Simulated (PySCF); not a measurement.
## Electronic structure of C₃H₁₁OSSi₂ (SMILES CC[SiH2][Si](O)SC) (doublet) in real space

```yaml
atoms:
  - { symbol: C, position_ang: [-2.3592, 1.1725, 0.0185] }
  - { symbol: C, position_ang: [-2.2779, -0.2722, -0.4533] }
  - { symbol: Si, position_ang: [-0.5593, -0.7499, -1.1187] }
  - { symbol: Si, position_ang: [0.8949, -0.3380, 0.6258] }
  - { symbol: O, position_ang: [0.5893, -1.4240, 1.8061] }
  - { symbol: S, position_ang: [2.9872, -0.7345, 0.1201] }
  - { symbol: C, position_ang: [3.2202, 0.5402, -1.1490] }
  - { symbol: H, position_ang: [-1.6561, 1.3524, 0.8304] }
  - { symbol: H, position_ang: [-2.1219, 1.8532, -0.7965] }
  - { symbol: H, position_ang: [-3.3597, 1.4102, 0.3771] }
  - { symbol: H, position_ang: [-2.5549, -0.9330, 0.3691] }
  - { symbol: H, position_ang: [-3.0148, -0.4309, -1.2410] }
  - { symbol: H, position_ang: [-0.7007, -2.0522, -1.7990] }
  - { symbol: H, position_ang: [-0.1952, 0.1961, -2.1913] }
  - { symbol: H, position_ang: [1.2702, -1.9292, 2.2432] }
  - { symbol: H, position_ang: [3.0424, 1.5194, -0.7159] }
  - { symbol: H, position_ang: [2.5391, 0.3602, -1.9754] }
  - { symbol: H, position_ang: [4.2476, 0.4661, -1.4913] }
```

Geometry: GFN2-xTB.

Method: UKS B3LYP, pcH-1 on C H O S Si, non-relativistic, mean-field spin-orbit, GIAO in PySCF 2.14.0, density-fitted response routines.

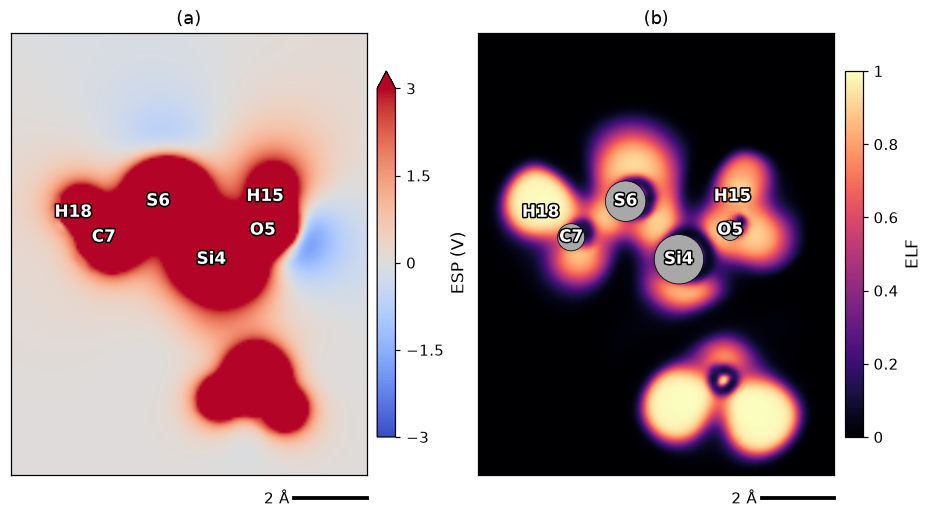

Figure 1. (a) electrostatic potential; (b) electron localisation function on the plane of atoms O5, Si4 and S6. Grey discs cover the atomic cores in the ELF map.

**Describe what can be read from this map.**

The section cuts through Si, O, S, C and H sites. Si–O (1.63 Å): the ELF is about 0.05 at the midpoint. C–S (1.81 Å): the ELF peaks at about 0.85 between the atoms; a shared electron pair. Si–S (2.19 Å): the ELF peaks at about 0.85 between the atoms: a covalent bond. O–H (0.95 Å): the ELF climbs to about 0.90 towards the hydrogen, as it does in any bond to H: a covalent bond by its length. The ELF also peaks beside O5 and S6, away from the bonds: non-bonding electrons, paired or unpaired. Outside the dense part of the molecule the potential is most negative (−1.7 V) near O5.

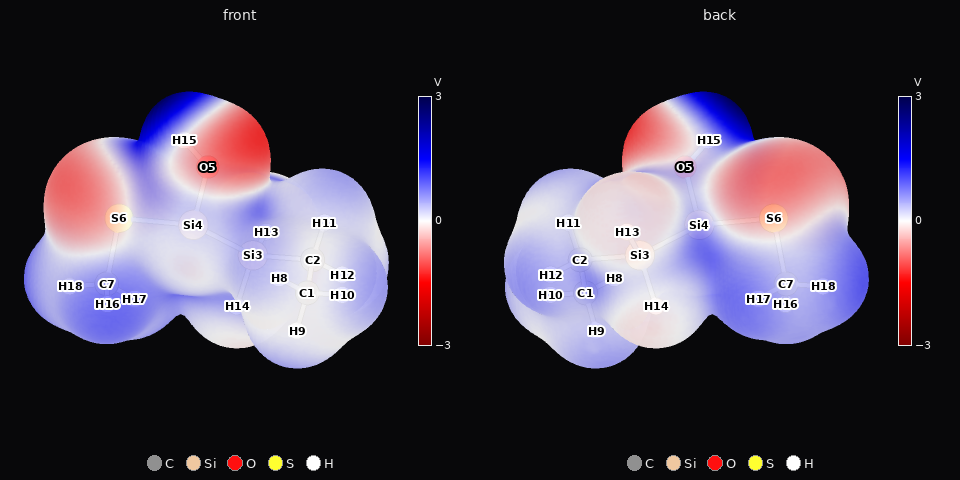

Figure 2. The molecular electrostatic potential painted on the density surface at 0.002 e/bohr³, seen from the front and from behind; red is negative and blue positive.

**Which sites attract a positive test charge, and which a negative one?**

A positive charge is drawn to the negative regions and a negative charge to the positive ones. The most negative region (about −1.2 V, or −28 kcal/mol for a unit charge) lies over O5, the most positive (about +2.6 V, or +60 kcal/mol for a unit charge) over H15. O5 is the likeliest acceptor of a hydrogen bond.
